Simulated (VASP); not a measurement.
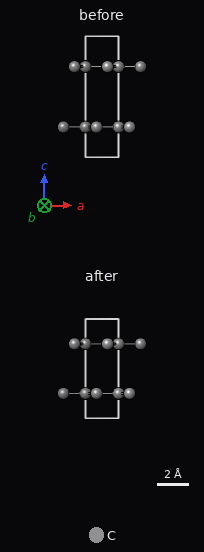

The structure of solid C (set up in P6_3/mmc) before (top) and after (bottom) a relaxation, at one scale.

Style: ball-and-stick. Shown: the cell of the calculation, along the b axis.

The run lets cell and atoms move.

These are results of Kohn-Sham DFT of a periodic cell, PBE with D3(BJ), VASP PAW PBE potentials, recommended in VASP, not measurements.

Input file:
```
SYSTEM = C
PREC = Accurate ; ENCUT = 520
EDIFF = 0.05 ; ISMEAR = 0
SIGMA = 0.02 ; LREAL = .FALSE.
LASPH = .TRUE. ; NELM = 60
ALGO = Normal ; ISIF = 3
LWAVE = .FALSE. ; LCHARG = .FALSE.
GGA = PE ; IVDW = 12
IBRION = 2 ; NSW = 80
EDIFFG = -0.002 ; KPAR = 4
```

Command:
```bash
cat potpaw_PBE.64/C/POTCAR > POTCAR
mpirun -np 4 vasp_std > vasp.out
```

> Summarise the run.

The relaxation stopped without meeting its thresholds, so the last structure isn't shown to be converged. The atoms keep their places relative to the cell (all moves are under 0.005 Å). The volume changes by −18.0 %, with a = b 2.467 → 2.466 Å (−0.1 %), c 7.803 → 6.408 Å (−17.9 %). The space group stays P6_3/mmc (No. 194). Over 79 geometry steps the energy falls by 11.5 meV per atom. All forces vanish by symmetry, so only the cell relaxes. The pressure goes from 0.10 to 0.93 GPa. At step 31 the optimiser overshot: the energy rose above the start, and later steps came back. The volume changes by over a tenth within one run on a fixed set of plane waves, so the end point should be relaxed again from the new cell.
